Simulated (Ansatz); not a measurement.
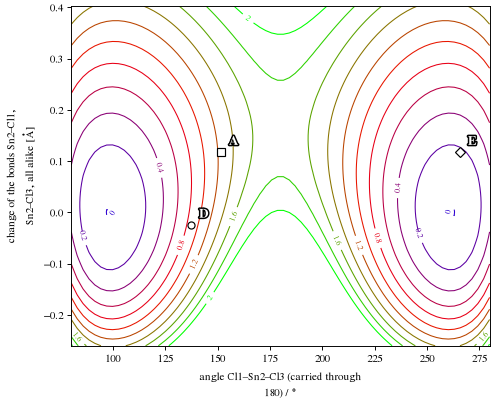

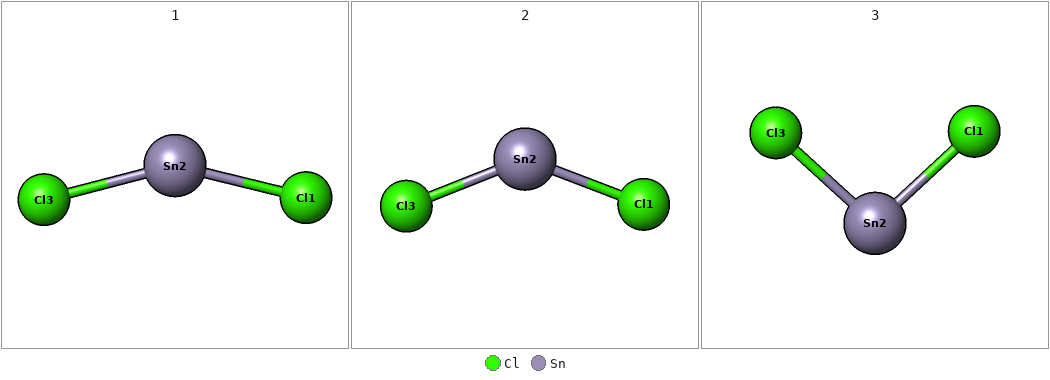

Cl₂Sn, SMILES [Cl][Sn][Cl]. First axis: angle Cl1–Sn2–Cl3 (carried through 180). Second axis: change of the bonds Sn2–Cl1, Sn2–Cl3, all alike. Nothing is relaxed (all other coordinates rigid). Grid: 15 × 15 points; 120 points were computed and 105 follow by symmetry. Points are written as (first, second). Energies: eV, counted from the relaxed molecule at the same level. Level of theory: RHF/def2-TZVP (Ansatz).

Drawn: contour lines labelled in eV (none above 2), lettered points. Between grid points the surface is interpolated. The numbered pictures are the structures at these points, in random order.

Q: Which structure belongs to which point?

A: A is structure 1: (151.5°, 0.118 Å), 1.24 eV; D is structure 2: (137.2°, −0.024 Å), 0.87 eV; E is structure 3: (265.6°, 0.118 Å), 0.17 eV.
